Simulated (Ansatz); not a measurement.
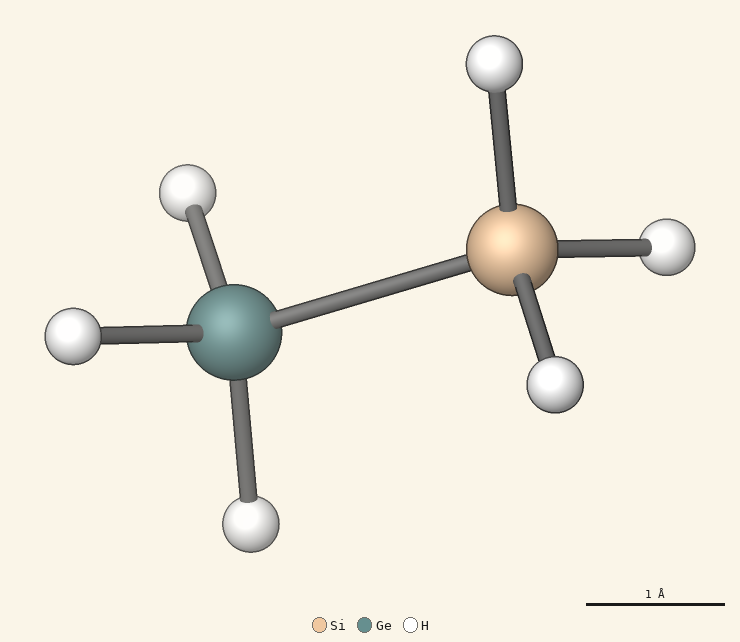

Ball-and-stick drawing of a structure. Every bond is drawn as one stick, whatever its order.

The computed structure is the end point of a PBE0-D4/def2-TZVP optimisation.

Identify the structure.

Formula GeH₆Si. As SMILES it reads `[SiH3][GeH3]`. Among its groups: Si–H bond. This geometry has C3v symmetry. Coordination: 1 Si tetrahedral; 1 Ge tetrahedral.

More results for the same structure follow; atom numbers are the same in all pictures, views and colours differ.

## Levels of theory compared

Program: Ansatz 0.2.0.

Compare HOMO–LUMO gap (eV), HOMO energy (eV) at these levels: BHLYP-D4/def2-TZVPP; CAM-B3LYP-D4/def2-TZVPP; PBE0-D4/def2-QZVPP; PBE0-D4/def2-SVP; r2SCAN-D4/def2-TZVPP; r2SCAN0-D4/def2-TZVPP; ωB97M-V/def2-SVP; ωB97M-V/def2-TZVPP.

```csv
level,HOMO–LUMO gap (eV),HOMO energy (eV)
BHLYP-D4/def2-TZVPP,10.44,−9.29
CAM-B3LYP-D4/def2-TZVPP,10.80,−9.56
PBE0-D4/def2-QZVPP,8.40,−8.30
PBE0-D4/def2-SVP,8.98,−8.33
r2SCAN-D4/def2-TZVPP,7.41,−7.47
r2SCAN0-D4/def2-TZVPP,9.11,−8.47
ωB97M-V/def2-SVP,12.88,−10.33
ωB97M-V/def2-TZVPP,12.28,−10.34
```

## Thermal motion

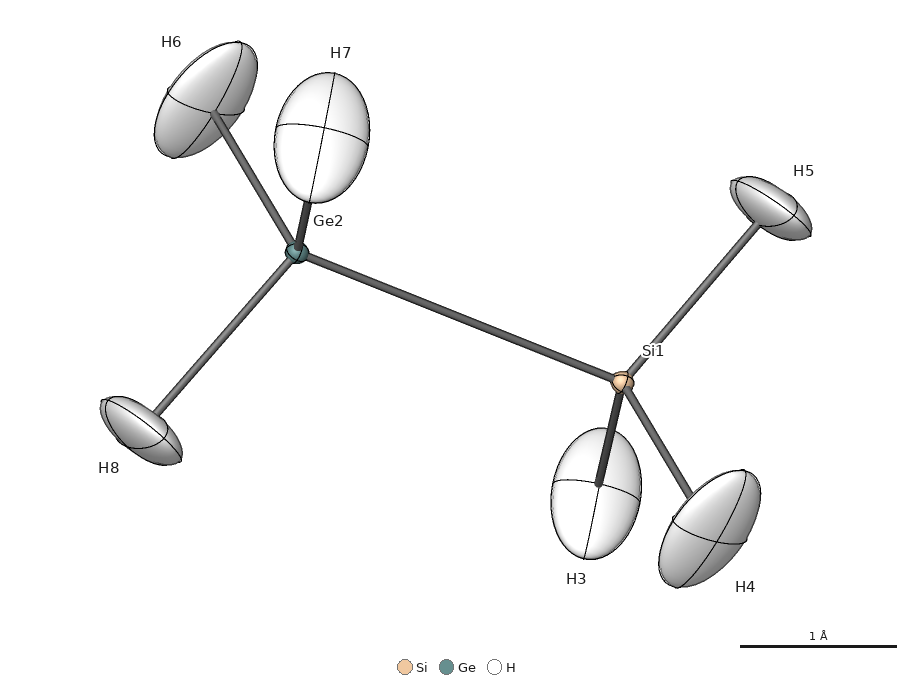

Displacement ellipsoids at the 50 % level, from the internal vibrations of the free molecule (harmonic, no overall translation or rotation; no half-axis is drawn under 0.075 Å). Vibrations computed with RKS PBE0-D4/def2-TZVP (Ansatz 0.2.0). Temperature: 298 K.

Which atom has the largest mean-square displacement?

Answer. H6, H7, H8, with U_eq = 0.0476 Å².

Does H3 move more along its bond or across it?

Answer. Across it: the root-mean-square amplitude is 0.087 Å along the bond and up to 0.315 Å across, since bending and torsion are softer than stretching.

Give the displacement parameters, one line for each set of equivalent atoms.

```
      atom  U_eq (Å²)   rms amplitudes (Å)
       Si1    0.00063  0.012, 0.012, 0.040
       Ge2    0.00011  0.005, 0.005, 0.017
H3, H4, H5     0.0469  0.086, 0.185, 0.315
H6, H7, H8     0.0476  0.088, 0.194, 0.312
```

## Charges

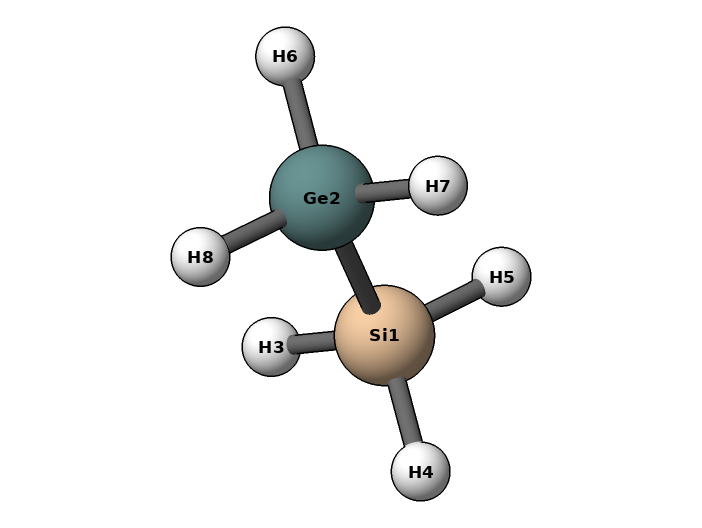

The questions are on Mulliken charges. Method: RKS B3LYP-D4/def2-TZVPP (Ansatz 0.2.0).

List the Mulliken charges.

```
atom  value (e)
 Si1       0.15
 Ge2       0.03
  H3      −0.05
  H4      −0.05
  H5      −0.05
  H6      −0.01
  H7      −0.01
  H8      −0.01
```

Mulliken values depend strongly on the basis set and can even reverse the polarity of a bond.
